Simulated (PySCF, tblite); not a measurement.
# C₃H₁₀BN: dynamics, then NMR shifts and electronic excitations on frames

How do NMR shifts and electronic excitations of C₃H₁₀BN (`BNCCC`) change as the atoms move?

The runs use tblite 0.8.0 and PySCF 2.14.0, with density-fitted response routines of our own; the level of theory stands in each step. All values are computed, except where a source is named. Atoms are numbered from 0 throughout.

## (1) The starting structure

15 atoms, charge 0, multiplicity 1; geometry from: GFN2-xTB.

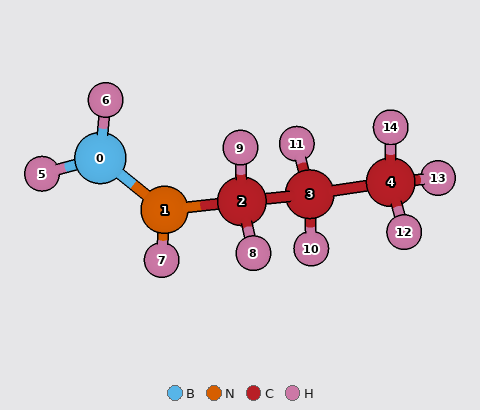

The starting geometry (boron blue, nitrogen orange, carbon red, hydrogen pink), atoms numbered; sticks join atoms by distance.

## (2) Thermal motion with GFN2-xTB

The job: settings as JSON, then the geometry in Å.

```
{"job": {"kind": "md", "xc": "GFN2-xTB", "basis": "xTB", "temperature": 300, "steps": 2000, "every": 50, "frames": 5}, "charge": 0, "multiplicity": 1}
B     -2.649744    -0.070881    -0.297245
N     -1.473411    -0.305955     0.377441
C     -0.222939     0.407520     0.250933
C      0.898191    -0.494811    -0.275072
C      2.200451     0.273888    -0.456933
H     -3.569921    -0.764827    -0.085386
H     -2.702119     0.816906    -1.060697
H     -1.400398    -1.069798     1.035038
H      0.072842     0.817454     1.226356
H     -0.375387     1.241251    -0.437094
H      1.054874    -1.319737     0.425282
H      0.584544    -0.922584    -1.229645
H      2.523815     0.705854     0.487625
H      2.984919    -0.386388    -0.818737
H      2.069869     1.080099    -1.175090
```

With the program's defaults for keys left out, this is: GFN2-xTB Langevin dynamics, gas phase.

Started as:

```bash
OMP_NUM_THREADS=1 python probes_run.py task.json out
```

This one command runs all jobs of the session in turn.

The program printed:

```text
t/fs     T/K      E/eV
    0.0   239.3   -427.48580
   25.0   141.4   -427.09555
   50.0   259.4   -427.13763
   75.0   245.6   -427.16197
  100.0   247.0   -427.19032
  125.0   208.4   -427.09608
  150.0   169.6   -427.03233
  175.0   216.3   -426.99433
  200.0   249.8   -427.16365
  225.0   243.0   -427.03091
  250.0   230.2   -426.96010
  275.0   300.2   -426.94722
  300.0   239.7   -426.96569
  325.0   295.7   -427.03875
  350.0   359.2   -427.18824
  375.0   306.0   -427.15477
  400.0   230.0   -426.92038
  425.0   269.9   -426.86924
  450.0   276.6   -426.84858
  475.0   271.1   -426.87343
  500.0   353.5   -426.97225
  525.0   401.2   -427.03013
  550.0   358.0   -426.95251
  575.0   374.9   -426.80876
  600.0   428.4   -426.94706
  625.0   415.4   -426.91206
  650.0   462.1   -426.92887
  675.0   455.8   -426.87557
  700.0   400.9   -426.74816
  725.0   396.6   -426.77448
  750.0   568.3   -426.98814
  775.0   369.6   -426.68945
  800.0   396.8   -426.85587
  825.0   343.2   -426.83307
  850.0   334.9   -426.89544
  875.0   242.9   -426.98350
  900.0   343.3   -426.98024
  925.0   301.7   -427.03368
  950.0   298.8   -426.95553
  975.0   252.4   -426.92206
 1000.0   253.4   -426.86062
```

It took 20 s on 1 thread of Intel Xeon at 2.50GHz, shared host; peak memory 0.18 GiB.

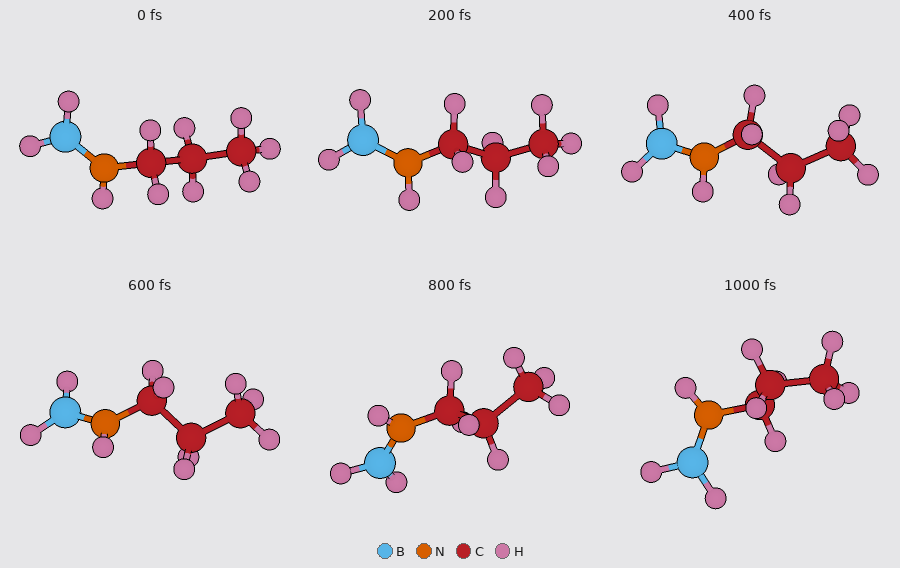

Frames of the run.

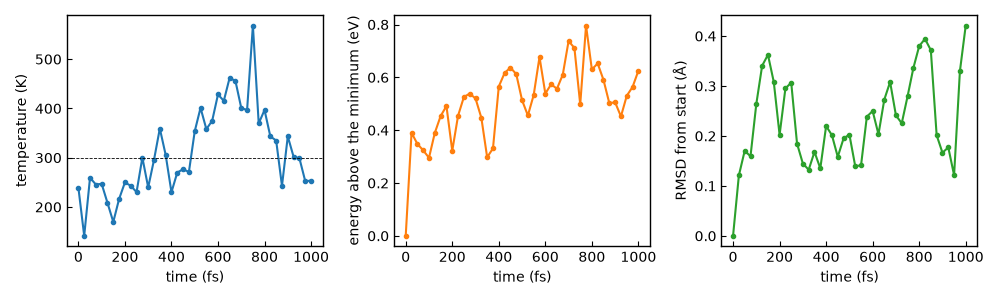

Temperature, potential energy and distance from the start.

Positions (Å) and forces (eV/Å) at 1000 fs:

```xyz
15

B    -1.970   -0.742    1.657   -0.552   -1.144    0.250
N    -1.707   -0.170    0.412    1.133   -0.534    1.678
C    -0.348    0.201    0.034    0.106   -0.439    0.806
C    -0.162    1.702   -0.155   -0.160   -0.410   -1.175
C     1.280    2.137   -0.407    0.425   -2.025   -0.702
H    -3.060   -1.098    1.988   -0.039    0.546   -0.530
H    -1.204   -1.226    2.454    0.252    0.822   -0.746
H    -2.439    0.043   -0.211   -0.612    0.361   -0.789
H     0.023   -0.369   -0.849   -0.314    0.372    0.388
H     0.208   -0.079    0.924    0.541   -0.313   -0.128
H    -0.789    1.866   -1.052    0.177    0.834    0.469
H    -0.471    2.266    0.708   -0.763   -0.043    0.191
H     1.368    2.547   -1.387    0.209    0.391   -0.617
H     1.617    2.816    0.305    0.319    1.347    1.075
H     2.020    1.303   -0.340   -0.724    0.235   -0.171
```

## (3) NMR shieldings: 250 fs, PBE0/pcSseg-1

The job: settings as JSON, then the geometry in Å.

```
{"job": {"kind": "nmr", "xc": "PBE0", "basis": "pcSseg-1", "pop": false}, "charge": 0, "multiplicity": 1}
B     -3.131600    -0.284200    -0.458200
N     -1.917000    -0.251200     0.143300
C     -0.666600     0.428700    -0.350400
C      0.611500    -0.439100    -0.197100
C      1.859800     0.388000    -0.696300
H     -3.944200    -0.843500     0.120400
H     -3.274100     0.326900    -1.452300
H     -1.677300    -0.821400     0.941100
H     -0.459100     1.340400     0.205000
H     -0.706500     0.522300    -1.408900
H      0.733200    -0.587500     0.916800
H      0.445200    -1.410800    -0.648100
H      2.254200     1.017500     0.126700
H      2.677000    -0.203800    -1.143700
H      1.646200     1.111100    -1.470900
```

With the program's defaults for keys left out, this is: GIAO PBE0/pcSseg-1 NMR shielding, non-relativistic, gas phase.

The program printed:

```text
coarse grid: 11608 points
cycle   1  E = -199.6076193343  dE =  1.932e-01  |g| = 3.594e-01  |ddm| = 3.083e+00
cycle   2  E = -199.6132003124  dE = -5.581e-03  |g| = 3.516e-01  |ddm| = 6.189e-01
cycle   3  E = -199.6436558240  dE = -3.046e-02  |g| = 5.521e-02  |ddm| = 2.934e-01
cycle   4  E = -199.6442435434  dE = -5.877e-04  |g| = 2.328e-02  |ddm| = 4.822e-02
cycle   5  E = -199.6443558074  dE = -1.123e-04  |g| = 6.639e-03  |ddm| = 1.699e-02
cycle   6  E = -199.6443657868  dE = -9.979e-06  |g| = 1.218e-03  |ddm| = 5.612e-03
final grid: 109544 points
cycle   7  E = -199.6726482001  dE = -3.605e-05  |g| = 7.772e-03  |ddm| = 2.357e-02
cycle   8  E = -199.6726441086  dE =  4.092e-06  |g| = 8.827e-03  |ddm| = 1.322e-02
cycle   9  E = -199.6726639896  dE = -1.988e-05  |g| = 7.764e-04  |ddm| = 6.982e-03
cycle  10  E = -199.6726641280  dE = -1.383e-07  |g| = 2.546e-04  |ddm| = 6.570e-04
cycle  11  E = -199.6726641405  dE = -1.257e-08  |g| = 7.260e-05  |ddm| = 1.988e-04
cycle  12  E = -199.6726641418  dE = -1.255e-09  |g| = 1.321e-05  |ddm| = 6.698e-05
cycle  13  E = -199.6726641418  dE = -3.882e-11  |g| = 3.585e-06  |ddm| = 1.297e-05
converged SCF energy = -199.6726641418

GIAO shielding tensors (ppm)
atom      isotropic    diamagn.    paramagn.     s11        s22        s33       span
  0 B       67.079     196.617    -129.539     29.566     49.854    121.817     92.252
  1 N      109.253     321.497    -212.244     -3.837    140.054    191.542    195.380
  2 C      128.240     248.360    -120.120     91.774    119.867    173.078     81.305
  3 C      154.298     249.726     -95.428    135.242    157.523    170.129     34.887
  4 C      172.838     245.454     -72.616    157.910    165.748    194.857     36.947
  5 H       27.544      29.950      -2.406     24.835     27.454     30.343      5.507
  6 H       27.014      30.504      -3.490     24.218     27.094     29.731      5.514
  7 H       27.258      32.886      -5.628     22.258     29.289     30.227      7.969
  8 H       28.443      32.089      -3.646     23.489     30.020     31.820      8.330
  9 H       28.879      33.423      -4.544     24.560     30.290     31.786      7.226
 10 H       29.253      31.890      -2.637     25.132     28.737     33.891      8.759
 11 H       30.206      32.108      -1.902     26.221     29.507     34.891      8.670
 12 H       30.031      29.061       0.970     25.373     27.887     36.833     11.460
 13 H       29.977      27.939       2.038     25.616     27.092     37.222     11.606
 14 H       31.305      30.381       0.924     26.989     29.858     37.067     10.078
```

It took 28 s on 1 thread of Intel Xeon at 2.50GHz, shared host; peak memory 0.66 GiB.

The references, computed at this level on geometries of the same kind, shield at (ppm): ¹H TMS 31.72, ¹³C TMS 186.9, ¹⁵N NH3 267.7, ¹¹B BF3·OEt2 100.1. Their shielding less the atom's gives the shift. The references are single molecules in the gas phase, so shifts against H2O, NH3, PH3, H3PO4 or CFCl3 are not on the usual liquid scales and can be off by tens of ppm. Each atom is listed at this fixed geometry, with no averaging over motion; a spectrum would average atoms that exchange fast.

```
atoms                            environment  σ (ppm)  δ (ppm)
   C2                    sp3 CH2 bonded to N    128.2     58.7
   C3                                sp3 CH2    154.3     32.6
   C4                          methyl carbon    172.8     14.1
   H6        hydrogen on a boron bonded to N    27.01     4.70
   H7  hydrogen on a nitrogen bonded to C, B    27.26     4.46
   H5        hydrogen on a boron bonded to N    27.54     4.17
   H8     hydrogen on an sp3 CH2 bonded to N    28.44     3.27
   H9     hydrogen on an sp3 CH2 bonded to N    28.88     2.84
  H10                 hydrogen on an sp3 CH2    29.25     2.46
  H13            hydrogen on a methyl carbon    29.98     1.74
  H12            hydrogen on a methyl carbon    30.03     1.69
  H11                 hydrogen on an sp3 CH2    30.21     1.51
  H14            hydrogen on a methyl carbon    31.30     0.41
   B0                 boron bonded to N, 2 H     67.1     33.0
   N1             nitrogen bonded to C, B, H    109.3    158.5
```

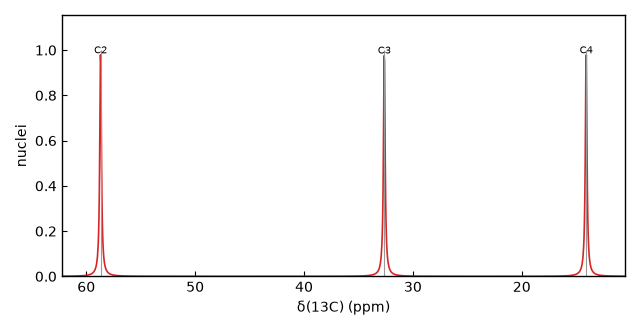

¹³C lines at the computed shifts, without couplings. Lines are broadened to a width of 0.18 ppm (Lorentzian).

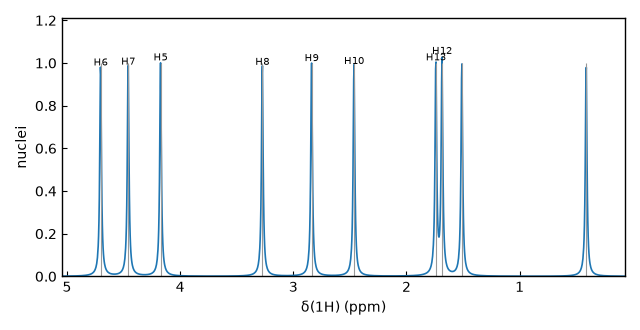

¹H lines at the computed shifts, without couplings. Lines are broadened to a width of 0.02 ppm (Lorentzian).

## (4) Excited states and response: 250 fs, PBE0/def2-SVPD

Same as in step 3 but for these lines:

```diff
@@ -1,2 +1,2 @@
-{"job": {"kind": "nmr", "xc": "PBE0", "basis": "pcSseg-1", "pop": false}, "charge": 0, "multiplicity": 1}
+{"job": {"kind": "uv", "xc": "PBE0", "basis": "def2-SVPD", "nstates": 5, "ntriplets": 0}, "charge": 0, "multiplicity": 1}
 B     -3.131600    -0.284200    -0.458200
```

Method: TDDFT PBE0/def2-SVPD, vertical, gas phase, core orbitals frozen in the response.

The program printed:

```text
coarse grid: 11608 points
cycle   1  E = -199.5032748241  dE =  1.489e-01  |g| = 3.449e-01  |ddm| = 4.850e+00
cycle   2  E = -199.5081196914  dE = -4.845e-03  |g| = 3.408e-01  |ddm| = 1.116e+00
cycle   3  E = -199.5375918788  dE = -2.947e-02  |g| = 5.334e-02  |ddm| = 4.720e-01
cycle   4  E = -199.5381380552  dE = -5.462e-04  |g| = 2.416e-02  |ddm| = 8.179e-02
cycle   5  E = -199.5382661365  dE = -1.281e-04  |g| = 6.253e-03  |ddm| = 3.272e-02
cycle   6  E = -199.5382754035  dE = -9.267e-06  |g| = 1.227e-03  |ddm| = 1.011e-02
final grid: 109544 points
cycle   7  E = -199.5661254976  dE = -3.990e-05  |g| = 7.444e-03  |ddm| = 1.043e-01
cycle   8  E = -199.5661214929  dE =  4.005e-06  |g| = 8.482e-03  |ddm| = 2.107e-02
cycle   9  E = -199.5661403604  dE = -1.887e-05  |g| = 7.528e-04  |ddm| = 9.684e-03
cycle  10  E = -199.5661404926  dE = -1.322e-07  |g| = 2.475e-04  |ddm| = 1.181e-03
cycle  11  E = -199.5661405051  dE = -1.254e-08  |g| = 7.240e-05  |ddm| = 3.511e-04
cycle  12  E = -199.5661405064  dE = -1.293e-09  |g| = 1.451e-05  |ddm| = 1.423e-04
cycle  13  E = -199.5661405065  dE = -5.110e-11  |g| = 3.554e-06  |ddm| = 2.760e-05
converged SCF energy = -199.5661405065

Static polarisability (au): isotropic 62.860, principal 51.530 57.382 79.668

Singlet excitations
state   eV       nm        f      main configurations
  1   7.3349    169.0   0.03599   H->L 0.37, H->L+1 0.29, H-1->L 0.24
  2   7.4063    167.4   0.02400   H->L+1 0.47, H-1->L 0.40
  3   7.6952    161.1   0.22620   H->L 0.58, H-1->L 0.27, H->L+1 0.09
  4   7.9333    156.3   0.01727   H->L+2 0.80, H->L+1 0.14
  5   8.3974    147.6   0.00103   H->L+3 0.92
```

It took 41 s on 1 thread of Intel Xeon at 2.50GHz, shared host; peak memory 0.74 GiB.

Frontier orbitals and where they lie:

```
orbital      eV                       atoms
 HOMO−3  -10.03  C3 24 %, C4 19 %, H11 11 %
 HOMO−2   -9.39  C3 26 %, C2 20 %, H10 14 %
 HOMO−1   -8.87   B0 36 %, H5 20 %, H6 18 %
   HOMO   -8.00   N1 51 %, B0 16 %, C2 12 %
   LUMO    0.42   B0 45 %, N1 20 %, H6 11 %
 LUMO+1    0.62   B0 21 %, C4 13 %, C3 13 %
 LUMO+2    1.00   C4 20 %, B0 17 %, H7 12 %
```

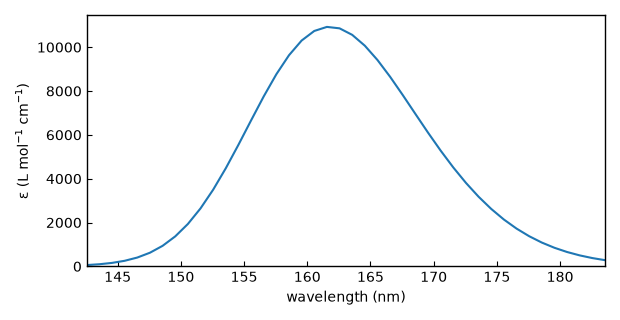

Absorption spectrum: each of the 5 states is a Gaussian band of 0.4 eV half-width at 1/e. Beyond the last state computed it falls off for lack of states.

Further results of this job:

```
           property  computed
  dipole moment (D)      2.34
polarisability (Å³)      9.31
 HOMO–LUMO gap (eV)      8.41
      −ε(HOMO) (eV)      8.00
```

## (5) Nuclear shieldings: 425 fs, PBE0/pcSseg-1

The job: settings as JSON, then the geometry in Å.

```
{"job": {"kind": "nmr", "xc": "PBE0", "basis": "pcSseg-1", "pop": false}, "charge": 0, "multiplicity": 1}
B     -2.972900    -0.683900    -0.201300
N     -1.792300    -0.126000     0.273000
C     -0.723500     0.552300    -0.402500
C      0.644900    -0.143500     0.136700
C      1.955400     0.318500    -0.526300
H     -3.624000    -1.284300     0.532800
H     -3.306400    -0.656700    -1.351400
H     -1.717000    -0.082700     1.302300
H     -0.668000     1.681700    -0.230700
H     -0.789800     0.551800    -1.469100
H      0.766300    -0.032800     1.212800
H      0.312700    -1.226500    -0.064400
H      2.053000     1.367100    -0.537300
H      2.785300    -0.142700     0.028800
H      1.895400     0.027900    -1.566700
```

With the program's defaults for keys left out, this is: GIAO PBE0/pcSseg-1 NMR shielding, non-relativistic, gas phase.

The program printed:

```text
coarse grid: 11608 points
cycle   1  E = -199.6061441600  dE =  1.700e-01  |g| = 3.519e-01  |ddm| = 3.084e+00
cycle   2  E = -199.6107283889  dE = -4.584e-03  |g| = 3.492e-01  |ddm| = 6.068e-01
cycle   3  E = -199.6409896166  dE = -3.026e-02  |g| = 5.147e-02  |ddm| = 2.901e-01
cycle   4  E = -199.6414975319  dE = -5.079e-04  |g| = 2.450e-02  |ddm| = 5.003e-02
cycle   5  E = -199.6416254563  dE = -1.279e-04  |g| = 6.327e-03  |ddm| = 1.786e-02
cycle   6  E = -199.6416344399  dE = -8.984e-06  |g| = 1.380e-03  |ddm| = 5.658e-03
final grid: 109544 points
cycle   7  E = -199.6692351605  dE = -3.265e-05  |g| = 7.290e-03  |ddm| = 2.299e-02
cycle   8  E = -199.6692302381  dE =  4.922e-06  |g| = 8.636e-03  |ddm| = 1.244e-02
cycle   9  E = -199.6692488740  dE = -1.864e-05  |g| = 9.923e-04  |ddm| = 6.742e-03
cycle  10  E = -199.6692490987  dE = -2.247e-07  |g| = 2.486e-04  |ddm| = 7.521e-04
cycle  11  E = -199.6692491107  dE = -1.200e-08  |g| = 6.743e-05  |ddm| = 2.102e-04
cycle  12  E = -199.6692491119  dE = -1.186e-09  |g| = 1.606e-05  |ddm| = 7.178e-05
cycle  13  E = -199.6692491119  dE = -5.662e-11  |g| = 4.447e-06  |ddm| = 1.374e-05
converged SCF energy = -199.6692491119

GIAO shielding tensors (ppm)
atom      isotropic    diamagn.    paramagn.     s11        s22        s33       span
  0 B       63.205     194.345    -131.139     29.600     39.927    120.089     90.489
  1 N      109.074     318.982    -209.907    -13.808    142.605    198.426    212.234
  2 C      130.305     246.911    -116.606    106.998    117.302    166.616     59.617
  3 C      140.500     249.373    -108.873    111.039    142.187    168.274     57.235
  4 C      175.706     247.068     -71.362    165.346    170.161    191.612     26.266
  5 H       27.300      29.889      -2.589     25.329     27.321     29.252      3.923
  6 H       26.580      29.816      -3.236     24.584     26.908     28.248      3.663
  7 H       26.318      31.405      -5.088     20.476     28.587     29.889      9.413
  8 H       27.565      29.702      -2.137     23.842     26.914     31.939      8.096
  9 H       28.854      32.577      -3.723     25.957     29.161     31.444      5.487
 10 H       29.674      32.932      -3.259     25.349     30.281     33.391      8.041
 11 H       28.510      31.101      -2.591     25.197     28.791     31.542      6.344
 12 H       31.566      30.814       0.752     27.522     29.909     37.268      9.746
 13 H       30.082      28.241       1.841     25.245     27.711     37.289     12.045
 14 H       30.601      29.793       0.808     25.999     29.056     36.748     10.748
```

Run time: 26 s. Hardware: 1 thread of Intel Xeon at 2.50GHz, shared host; peak memory 0.65 GiB.

In short: δ C2 56.6, C3 46.4, C4 11.2, B0 36.9, H7 5.40, H6 5.14 ppm.

## (6) TDDFT and polarisability: 425 fs, PBE0/def2-SVPD

Same as in step 5 but for these lines:

```diff
@@ -1,2 +1,2 @@
-{"job": {"kind": "nmr", "xc": "PBE0", "basis": "pcSseg-1", "pop": false}, "charge": 0, "multiplicity": 1}
+{"job": {"kind": "uv", "xc": "PBE0", "basis": "def2-SVPD", "nstates": 5, "ntriplets": 0}, "charge": 0, "multiplicity": 1}
 B     -2.972900    -0.683900    -0.201300
```

Level: TDDFT PBE0/def2-SVPD, vertical, gas phase, core orbitals frozen in the response.

The program printed:

```text
coarse grid: 11608 points
cycle   1  E = -199.5020270042  dE =  1.255e-01  |g| = 3.386e-01  |ddm| = 5.242e+00
cycle   2  E = -199.5061349880  dE = -4.108e-03  |g| = 3.378e-01  |ddm| = 1.237e+00
cycle   3  E = -199.5352160508  dE = -2.908e-02  |g| = 5.038e-02  |ddm| = 4.719e-01
cycle   4  E = -199.5356963005  dE = -4.802e-04  |g| = 2.560e-02  |ddm| = 8.607e-02
cycle   5  E = -199.5358440097  dE = -1.477e-04  |g| = 5.899e-03  |ddm| = 3.325e-02
cycle   6  E = -199.5358521870  dE = -8.177e-06  |g| = 1.395e-03  |ddm| = 1.030e-02
final grid: 109544 points
cycle   7  E = -199.5629726769  dE = -3.748e-05  |g| = 7.045e-03  |ddm| = 1.022e-01
cycle   8  E = -199.5629674151  dE =  5.262e-06  |g| = 8.469e-03  |ddm| = 2.229e-02
cycle   9  E = -199.5629857693  dE = -1.835e-05  |g| = 9.884e-04  |ddm| = 1.040e-02
cycle  10  E = -199.5629859968  dE = -2.275e-07  |g| = 2.396e-04  |ddm| = 1.370e-03
cycle  11  E = -199.5629860086  dE = -1.185e-08  |g| = 6.769e-05  |ddm| = 4.206e-04
cycle  12  E = -199.5629860099  dE = -1.246e-09  |g| = 1.696e-05  |ddm| = 1.353e-04
cycle  13  E = -199.5629860099  dE = -6.554e-11  |g| = 3.990e-06  |ddm| = 3.156e-05
converged SCF energy = -199.5629860099

Static polarisability (au): isotropic 64.300, principal 53.264 58.155 81.480

Singlet excitations
state   eV       nm        f      main configurations
  1   6.9178    179.2   0.14253   H->L 0.67, H-1->L 0.29
  2   6.9702    177.9   0.01167   H->L+1 0.88
  3   7.2343    171.4   0.14381   H-1->L 0.67, H->L 0.30
  4   7.5804    163.6   0.01228   H->L+2 0.86
  5   8.0212    154.6   0.00901   H->L+3 0.94
```

Wall time 38 s (1 thread of Intel Xeon at 2.50GHz, shared host); peak memory 0.74 GiB.

Key values: HOMO -7.65 eV, LUMO 0.20 eV; lowest singlet 6.92 eV.

## (7) NMR shieldings: 625 fs, PBE0/pcSseg-1

The job: settings as JSON, then the geometry in Å.

```
{"job": {"kind": "nmr", "xc": "PBE0", "basis": "pcSseg-1", "pop": false}, "charge": 0, "multiplicity": 1}
B     -3.206200    -0.108600    -0.060700
N     -2.142000     0.698000     0.315500
C     -0.924000     0.795000    -0.478000
C      0.375000     0.625200     0.318300
C      1.572100     0.771000    -0.561600
H     -4.291700    -0.109800     0.374500
H     -3.044100    -0.725700    -1.017400
H     -2.118500     1.361000     1.048600
H     -0.780000     1.819500    -0.940400
H     -0.835600    -0.078100    -1.179200
H      0.477700     1.307600     1.238500
H      0.310300    -0.343900     0.804000
H      1.441800     1.715000    -1.088500
H      2.467700     0.691500    -0.066400
H      1.611800     0.005600    -1.391400
```

Level: GIAO PBE0/pcSseg-1 NMR shielding, non-relativistic, gas phase.

The program printed:

```text
coarse grid: 11608 points
cycle   1  E = -199.6043413761  dE =  3.083e-01  |g| = 3.747e-01  |ddm| = 3.114e+00
cycle   2  E = -199.6071784502  dE = -2.837e-03  |g| = 3.813e-01  |ddm| = 6.498e-01
cycle   3  E = -199.6433549418  dE = -3.618e-02  |g| = 4.803e-02  |ddm| = 3.149e-01
cycle   4  E = -199.6438214468  dE = -4.665e-04  |g| = 2.275e-02  |ddm| = 4.993e-02
cycle   5  E = -199.6439336376  dE = -1.122e-04  |g| = 6.713e-03  |ddm| = 1.732e-02
cycle   6  E = -199.6439433003  dE = -9.663e-06  |g| = 1.360e-03  |ddm| = 5.694e-03
final grid: 109544 points
cycle   7  E = -199.6703674024  dE = -3.143e-05  |g| = 7.116e-03  |ddm| = 2.389e-02
cycle   8  E = -199.6703627414  dE =  4.661e-06  |g| = 8.409e-03  |ddm| = 1.237e-02
cycle   9  E = -199.6703805488  dE = -1.781e-05  |g| = 7.825e-04  |ddm| = 6.616e-03
cycle  10  E = -199.6703806919  dE = -1.431e-07  |g| = 2.463e-04  |ddm| = 6.553e-04
cycle  11  E = -199.6703807037  dE = -1.177e-08  |g| = 6.750e-05  |ddm| = 1.967e-04
cycle  12  E = -199.6703807048  dE = -1.128e-09  |g| = 1.305e-05  |ddm| = 6.941e-05
cycle  13  E = -199.6703807048  dE = -3.536e-11  |g| = 3.503e-06  |ddm| = 1.163e-05
converged SCF energy = -199.6703807048

GIAO shielding tensors (ppm)
atom      isotropic    diamagn.    paramagn.     s11        s22        s33       span
  0 B       62.521     193.884    -131.363     29.084     39.926    118.554     89.469
  1 N      119.294     318.321    -199.027      5.266    146.214    206.402    201.136
  2 C      119.079     249.050    -129.970     88.981    111.748    156.509     67.528
  3 C      152.308     250.848     -98.540    137.273    149.580    170.069     32.796
  4 C      174.474     247.823     -73.350    162.663    170.218    190.539     27.876
  5 H       26.772      28.821      -2.049     25.932     27.115     27.271      1.339
  6 H       27.202      31.358      -4.155     24.136     27.305     30.167      6.031
  7 H       27.486      31.439      -3.953     22.687     28.585     31.186      8.499
  8 H       27.420      30.110      -2.689     22.876     28.799     30.586      7.709
  9 H       27.422      31.965      -4.543     23.341     28.171     30.753      7.413
 10 H       29.191      31.003      -1.812     24.909     28.390     34.273      9.364
 11 H       30.178      33.817      -3.639     27.126     29.032     34.375      7.249
 12 H       30.858      30.031       0.827     26.618     29.350     36.606      9.988
 13 H       31.765      31.181       0.584     27.074     29.035     39.186     12.112
 14 H       30.069      29.949       0.119     26.000     27.895     36.311     10.312
```

Run time: 24 s. Hardware: 1 thread of Intel Xeon at 2.50GHz, shared host; peak memory 0.65 GiB.

This run: δ C2 67.8, C3 34.6, C4 12.5, B0 37.5, H5 4.94, H6 4.51 ppm.

[end of part 1 of 2]
